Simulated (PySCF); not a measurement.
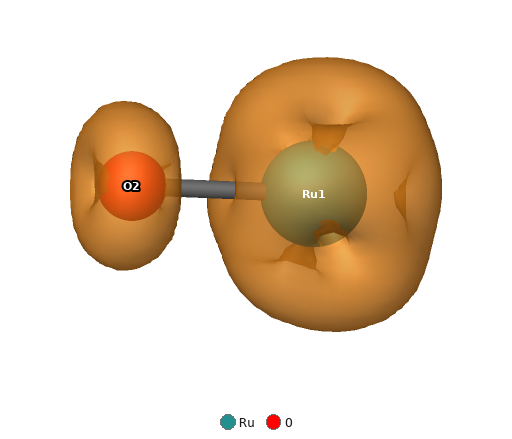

RuO (charge −1, quartet). Isosurface of the spin density (α minus β) at +0.1 e/Å³ (orange), seen from one side.

Core potentials replace the inner electrons of Ru.

Method: PySCF, PBE0/def2-TZVPPD, non-relativistic Hamiltonian with scalar-relativistic core potentials where named, at a bond length of 1.709 Å.

Where is the unpaired spin?

Answer. The unpaired spin (3 electrons) lies mostly on Ru1 (about 2.5) and O2 (about 0.5), in electrons by Hirshfeld's partition.
